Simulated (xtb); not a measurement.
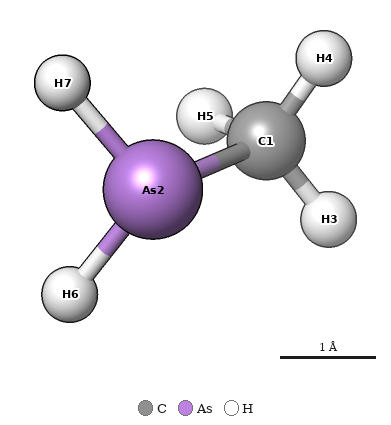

**Figure 1.** The structure (ball-and-stick view, seen at a tilt; atoms are numbered from 1 in the order of the input). Bond lengths as drawn: As–C 1.96 Å, As–H 1.49 Å and C–H 1.09 to 1.10 Å.

# Energy and gradient calculation, with input and output: CH5As (charge +1)

The run: energy and gradient calculation of CH5As, charge +1, multiplicity 2, SMILES C[AsH2+]. Method and program: GFN2-xTB (xtb 6.7.1).

The geometry comes from this level: GFN2-xTB.

Input (geom.xyz)
```
7

C     -0.06447    -0.80799    -0.25620
As     0.55431     0.86525     0.55162
H     -0.21691    -1.57701     0.50479
H      0.65063    -1.16972    -0.99889
H     -1.01963    -0.57634    -0.74521
H     -0.51804     1.36151     1.46143
H      0.61410     1.90430    -0.51754
```

Run on 1 thread of AMD EPYC (Zen 3), 176 GiB of memory available, shared host.

Command:
```bash
xtb --chrg 1 --uhf 1 --grad --json -P 1 -- geom.xyz > geom.out
```

What the program printed
```
* xtb version 6.7.1
   ID    Z sym.   atoms
    1    6 C      1
    2   33 As     2
    3    1 H      3-7

           -------------------------------------------------
          |                Calculation Setup                |
           -------------------------------------------------

          program call               : xtb --chrg 1 --uhf 1 --grad --json -P 1 -- geom.xyz
          coordinate file            : geom.xyz
          omp threads                :                     1

           -------------------------------------------------
          |                 G F N 2 - x T B                 |
           -------------------------------------------------

      * Hamiltonian:
        H0-scaling (s, p, d)           1.850000    2.230000    2.230000
        zeta-weighting                 0.500000
      * Dispersion:
        s8                             2.700000
        a1                             0.520000
        a2                             5.000000
        s9                             5.000000
      * Repulsion:
        kExp                           1.500000    1.000000
        rExp                           1.000000
      * Coulomb:
        alpha                          2.000000
        third order                    shell-resolved
        anisotropic                    true
        a3                             3.000000
        a5                             4.000000
        cn-shift                       1.200000
        cn-exp                         4.000000
        max-rad                        5.000000

          ...................................................
          :                      SETUP                      :
          :.................................................:
          :  # basis functions                  19          :
          :  # atomic orbitals                  18          :
          :  # shells                           10          :
          :  # electrons                        13          :
          :  max. iterations                   250          :
          :  Hamiltonian                  GFN2-xTB          :
          :  restarted?                      false          :
          :  GBSA solvation                  false          :
          :  PC potential                    false          :
          :  electronic temp.          300.0000000     K    :
          :  accuracy                    1.0000000          :
          :  -> integral cutoff          0.2500000E+02      :
          :  -> integral neglect         0.1000000E-07      :
          :  -> SCF convergence          0.1000000E-05 Eh   :
          :  -> wf. convergence          0.1000000E-03 e    :
          :  Broyden damping             0.4000000          :
          :  net charge                          1          :
          :  unpaired electrons                  1          :
          ...................................................

 iter      E             dE          RMSdq      gap      omega  full diag
   1     -6.5930951 -0.659310E+01  0.791E+00    6.45       0.0  T
   2     -6.5949370 -0.184188E-02  0.451E+00    6.55       1.0  T
   3     -6.5945098  0.427155E-03  0.566E-01    6.80       1.0  T
   4     -6.5953141 -0.804234E-03  0.424E-01    6.79       1.0  T
   5     -6.5958907 -0.576631E-03  0.248E-01    6.77       1.0  T
   6     -6.5958816  0.913902E-05  0.170E-01    6.78       1.0  T
   7     -6.5959180 -0.364063E-04  0.179E-02    6.78       2.1  T
   8     -6.5959185 -0.587858E-06  0.105E-02    6.78       3.6  T
   9     -6.5959189 -0.339012E-06  0.534E-03    6.78       7.1  T
  10     -6.5959190 -0.852812E-07  0.114E-03    6.78      33.3  T
  11     -6.5959190 -0.425622E-08  0.535E-04    6.78      70.6  T
  12     -6.5959190 -0.122946E-08  0.238E-05    6.78    1590.0  T

   *** convergence criteria satisfied after 12 iterations ***

         #    Occupation            Energy/Eh            Energy/eV
      -------------------------------------------------------------
         1        2.0000           -0.8863421             -24.1186
         2        2.0000           -0.8073947             -21.9703
         3        2.0000           -0.7136745             -19.4201
         4        2.0000           -0.7088852             -19.2897
         5        2.0000           -0.6892000             -18.7541
         6        2.0000           -0.6815606             -18.5462
         7        1.0000           -0.6205687             -16.8865 (HOMO)
         8                         -0.3712754             -10.1029 (LUMO)
         9                         -0.3600946              -9.7987
        10                         -0.3040683              -8.2741
        11                         -0.1949029              -5.3036
        12                         -0.1749742              -4.7613
       ...                                ...                  ...
        18                          0.6888483              18.7445
      -------------------------------------------------------------
                  HL-Gap            0.2492933 Eh            6.7836 eV
             Fermi-level           -0.5734934 Eh          -15.6055 eV

 SCC (total)                   0 d,  0 h,  0 min,  0.004 sec
 SCC setup                      ...        0 min,  0.000 sec (  2.339%)
 Dispersion                     ...        0 min,  0.000 sec (  1.112%)
 classical contributions        ...        0 min,  0.000 sec (  0.542%)
 integral evaluation            ...        0 min,  0.000 sec ( 13.390%)
 iterations                     ...        0 min,  0.002 sec ( 59.699%)
 molecular gradient             ...        0 min,  0.001 sec ( 18.404%)
 printout                       ...        0 min,  0.000 sec (  3.438%)

         :::::::::::::::::::::::::::::::::::::::::::::::::::::
         ::                     SUMMARY                     ::
         :::::::::::::::::::::::::::::::::::::::::::::::::::::
         :: total energy              -6.528953404787 Eh    ::
         :: gradient norm              0.000456486950 Eh/a0 ::
         :: HOMO-LUMO gap              6.783617331553 eV    ::
         ::.................................................::
         :: SCC energy                -6.595918675301 Eh    ::
         :: -> isotropic ES            0.108011366323 Eh    ::
         :: -> anisotropic ES         -0.008710530354 Eh    ::
         :: -> anisotropic XC          0.004783500682 Eh    ::
         :: -> dispersion             -0.001765776793 Eh    ::
         :: repulsion energy           0.066965270513 Eh    ::
         :: add. restraining           0.000000000000 Eh    ::
         :: total charge               1.000000000000 e     ::
         :::::::::::::::::::::::::::::::::::::::::::::::::::::

           -------------------------------------------------
          |                Property Printout                |
           -------------------------------------------------

    * Orbital Energies and Occupations

         #    Occupation            Energy/Eh            Energy/eV
      -------------------------------------------------------------
         1        2.0000           -0.8863421             -24.1186
         2        2.0000           -0.8073947             -21.9703
         3        2.0000           -0.7136745             -19.4201
         4        2.0000           -0.7088852             -19.2897
         5        2.0000           -0.6892000             -18.7541
         6        2.0000           -0.6815606             -18.5462
         7        1.0000           -0.6205687             -16.8865 (HOMO)
         8                         -0.3712754             -10.1029 (LUMO)
         9                         -0.3600946              -9.7987
        10                         -0.3040683              -8.2741
        11                         -0.1949029              -5.3036
        12                         -0.1749742              -4.7613
        13                         -0.1050118              -2.8575
        14                         -0.0544488              -1.4816
        15                         -0.0265773              -0.7232
        16                          0.0866809               2.3587
        17                          0.5166791              14.0596
        18                          0.6888483              18.7445
      -------------------------------------------------------------
                  HL-Gap            0.2492933 Eh            6.7836 eV
             Fermi-level           -0.5734934 Eh          -15.6055 eV

     #   Z          covCN         q      C6AA      α(0)
     1   6 C        3.692    -0.138    23.351     6.915
     2  33 As       2.868     0.317   205.327    26.261
     3   1 H        0.925     0.162     1.313     1.792
     4   1 H        0.925     0.162     1.313     1.792
     5   1 H        0.925     0.174     1.240     1.742
     6   1 H        0.972     0.161     1.315     1.792
     7   1 H        0.972     0.162     1.313     1.790

 Mol. C6AA /au·bohr⁶  :        612.134994
 Mol. C8AA /au·bohr⁸  :      29191.045802
 Mol. α(0) /au        :         42.083936

Wiberg/Mayer (AO) data.
largest (>0.10) Wiberg bond orders for each atom

 ---------------------------------------------------------------------------
     #   Z sym  total        # sym  WBO       # sym  WBO       # sym  WBO
 ---------------------------------------------------------------------------
     1   6 C    3.941 --     2 As   1.123     4 H    0.924     3 H    0.924
                             5 H    0.869
     2  33 As   3.046 --     1 C    1.123     6 H    0.871     7 H    0.871
     3   1 H    0.974 --     1 C    0.924
     4   1 H    0.974 --     1 C    0.924
     5   1 H    0.968 --     1 C    0.869
     6   1 H    0.970 --     2 As   0.871
     7   1 H    0.970 --     2 As   0.871
 ---------------------------------------------------------------------------

Topologies differ in total number of bonds
Writing topology from bond orders to xtbtopo.mol

molecular dipole:
                 x           y           z       tot (Debye)
 q only:        0.176       0.694       0.288
   full:        0.225       0.873       0.364       2.472
molecular quadrupole (traceless):
                xx          xy          yy          xz          yz          zz
 q only:       -2.809       1.363       3.922      -0.373       2.245      -1.114
  q+dip:       -2.969       1.454       4.030      -0.515       2.283      -1.060
   full:       -2.169       1.275       3.150      -0.038       1.978      -0.981

           -------------------------------------------------
          | TOTAL ENERGY               -6.528953404787 Eh   |
          | GRADIENT NORM               0.000456486950 Eh/α |
          | HOMO-LUMO GAP               6.783617331553 eV   |
           -------------------------------------------------

------------------------------------------------------------------------
------------------------------------------------------------------------
 total:
 *  cpu-time:     0 d,  0 h,  0 min,  0.016 sec
 * ratio c/w:     0.999 speedup
 SCF:
 *  cpu-time:     0 d,  0 h,  0 min,  0.004 sec
 * ratio c/w:     1.000 speedup
```

Standard error
```
normal termination of xtb
```

Key numbers

| quantity | value |
| --- | --- |
| outcome | converged |
| electrons treated | 13 |
| total energy | −6.528953 hartree |
| dispersion energy | −0.001766 hartree |
| basis functions | 19 |
| largest force | 0.015 eV/Å |
| peak memory | 0.069 GiB |
